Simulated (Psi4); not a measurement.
# CF+ (SMILES [C+]F): B3LYP/6-31G(d) (Cartesian functions)

What is the vertical singlet–triplet gap of CF+ at B3LYP/6-31G* (Cartesian functions)? 

The calculation is run with Psi4 1.11.

2 further runs of the same task are left out: 2 set aside as unsound or not needed.

## 1. The structure to begin with

CF+: 2 atoms, total charge +1, spin state singlet. SMILES: `[C+]F`. The shape is that of a PBE0-D4/def2-TZVP optimisation.

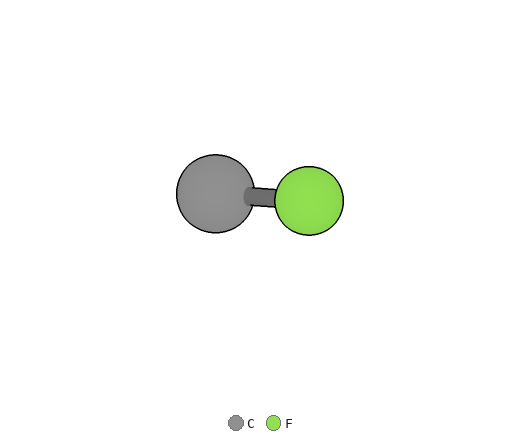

The structure, seen from a chosen angle (carbon grey, fluorine green).

## 2. Energy and forces at B3LYP/6-31G(d) (Cartesian functions)

calc.inp reads:

```
memory 2.2 GB

molecule {
  1 1
  C      0.93025548    -0.30392465     0.47842196
  F     -0.93025548     0.30392465    -0.47842196
  units au
  symmetry c1
  no_reorient
  no_com
}

set globals {
  basis 6-31G*
  puream false
  e_convergence 1e-09
  d_convergence 1e-08
  scf_type pk
  dft_radial_points 99
  dft_spherical_points 590
}

result, w = gradient("b3lyp", return_wfn=True)
print_variables()
```

Run with:

```
psi4 calc.inp calc.out -n 1
```

calc.out, cut to the lines that bear on the results:

```text
[...]
  Running in c1 symmetry.
[...]
  Nuclear repulsion =   24.785948848414904
[...]
  Multiplicity = 1
[...]
  Nalpha       = 7
  Nbeta        = 7
[...]
    Number of basis functions: 30
[...]
   @RKS iter   1:  -137.42215256661171    1.93102e-01   5.28957e-03 ADIIS/DIIS
[...]
   @RKS iter   9:  -137.43586311325009   -2.27374e-13   2.44082e-10 DIIS
[...]
    Orbital Energies [Eh]
    ---------------------
    Doubly Occupied:
       1A    -25.283407     2A    -10.829163     3A     -1.832976
       4A     -1.127990     5A     -0.995179     6A     -0.995179
       7A     -0.796405
[...]
  @RKS Final Energy:  -137.43586311325009
   => Energetics <=
    Nuclear Repulsion Energy =             24.7859488484149040
    One-Electron Energy =                -231.7996377352309310
    Two-Electron Energy =                  81.9963577683134872
    DFT Exchange-Correlation Energy =     -12.4185319947475428
    Empirical Dispersion Energy =           0.0000000000000000
    VV10 Nonlocal Energy =                  0.0000000000000000
    Total Energy =                       -137.4358631132500932
[...]
 Multipole Moments:
 ------------------------------------------------------------------------------------
     Multipole            Electronic (a.u.)      Nuclear  (a.u.)        Total (a.u.)
 ------------------------------------------------------------------------------------
 L = 1.  Multiply by 2.5417464519 to convert [e a0] to [Debye]
 Dipole X            :          2.9120795           -2.7907664            0.1213131
 Dipole Y            :         -0.9514083            0.9117739           -0.0396343
 Dipole Z            :          1.4976561           -1.4352659            0.0623902
 Magnitude           :                                                    0.1420573
[...]
  -Total Gradient:
     Atom            X                  Y                   Z
    ------   -----------------  -----------------  -----------------
       1       -0.024594509424     0.008035295496    -0.012648733232
       2        0.024596002657    -0.008035783352     0.012649501188
[...]
```

Run time: 8.1 s. Hardware: 1 thread of Intel Xeon at 2.50GHz (Skylake/Cascade Lake), shared host; peak memory 0.3 GiB.

## 3. The triplet

cf.xyz reads:

```xyz
2
CF
C      0.492270    -0.160830     0.253170
F     -0.492270     0.160830    -0.253170
```

cf.py reads:

```python
import psi4

psi4.set_memory('2200 MB')
psi4.set_num_threads(1)
psi4.core.set_output_file('run.log', False)

with open('cf.xyz') as f:
    atoms = ''.join(f.readlines()[2:])
mol = psi4.geometry('1 3\n' + atoms + 'symmetry c1\nno_reorient\nno_com')

psi4.set_options({
    'basis': '6-31G*',
    'reference': 'uks',
    'puream': False,
    'e_convergence': 1e-09,
    'd_convergence': 1e-08,
    'scf_type': 'pk',
    'dft_radial_points': 99,
    'dft_spherical_points': 590,
    'maxiter': 100,
})

energy_value, wavefunction = psi4.gradient("b3lyp", molecule=mol, return_wfn=True)
psi4.oeprop(wavefunction, "QUADRUPOLE", "WIBERG_LOWDIN_INDICES", "MULLIKEN_CHARGES")
print('gradient / Eh bohr^-1')
print(energy_value.np.round(6))
print(f'energy = {wavefunction.energy():.10f} Eh')
```

Run with:

```
python cf.py
```

run.log, cut to the lines that bear on the results:

```text
[...]
  Running in c1 symmetry.
[...]
  Nuclear repulsion =   24.785948803402469
[...]
  Multiplicity = 3
[...]
  Nalpha       = 8
  Nbeta        = 6
[...]
    Number of basis functions: 30
[...]
   @UKS iter   1:  -137.24058948411940    3.74665e-01   5.79350e-03 ADIIS/DIIS
[...]
   @UKS iter  11:  -137.26158565824755   -8.52651e-14   5.69734e-10 DIIS
[...]
   @S^2 Observed:                2.005079164E+00
[...]
  @UKS Final Energy:  -137.26158565824755
   => Energetics <=
    Nuclear Repulsion Energy =             24.7859488034024693
    One-Electron Energy =                -232.0830607832941439
    Two-Electron Energy =                  82.5182889007954117
    DFT Exchange-Correlation Energy =     -12.4827625791513075
    Empirical Dispersion Energy =           0.0000000000000000
    VV10 Nonlocal Energy =                  0.0000000000000000
    Total Energy =                       -137.2615856582475544
[...]
  -Total Gradient:
     Atom            X                  Y                   Z
    ------   -----------------  -----------------  -----------------
       1       -0.109239194202     0.035689641058    -0.056180727642
       2        0.109240578507    -0.035690093325     0.056181439577
[...]
 Multipole Moments:
 ------------------------------------------------------------------------------------
     Multipole            Electronic (a.u.)      Nuclear  (a.u.)        Total (a.u.)
 ------------------------------------------------------------------------------------
 L = 1.  Multiply by 2.5417464519 to convert [e a0] to [Debye]
 Dipole X            :          3.3958494           -2.7907664            0.6050830
 Dipole Y            :         -1.1094612            0.9117740           -0.1976872
 Dipole Z            :          1.7464546           -1.4352659            0.3111887
 Magnitude           :                                                    0.7085507
 L = 2.  Multiply by 1.3450342976 to convert [e a0^2] to [Debye ang]
 Quadrupole XX       :        -17.7177616           12.9806289           -4.7371327
 Quadrupole XY       :          4.0358873           -4.2409136           -0.2050263
[...]
```

Standard output:

```text
gradient / Eh bohr^-1
[[-0.109239  0.03569  -0.056181]
 [ 0.109241 -0.03569   0.056181]]
energy = -137.2615856582 Eh
```

Run time: 13 s. Hardware: 1 thread of Intel Xeon at 2.50GHz (Skylake/Cascade Lake), shared host; peak memory 0.3 GiB.

## 4. What came out

Level: B3LYP/6-31G* (Cartesian functions).

```
                                        quantity          value
                           singlet: total energy  -137.43586 Eh
                            singlet: HOMO energy      -21.67 eV
                            singlet: LUMO energy      -12.84 eV
                          singlet: HOMO–LUMO gap        8.83 eV
               singlet: largest force on an atom     1.481 eV/Å
                           triplet: total energy  -137.26159 Eh
     triplet: HOMO energy (highest over α and β)      -16.54 eV
                                   triplet: ⟨S²⟩          2.005
               triplet: largest force on an atom     6.578 eV/Å
vertical energy of the triplet above the singlet       4.742 eV
```

**Reading.** At this shape the triplet lies 4.74 eV (109 kcal/mol) above the singlet. The largest force (singlet) is 1.48 eV/Å: the shape isn't a stationary point for this species at this level.
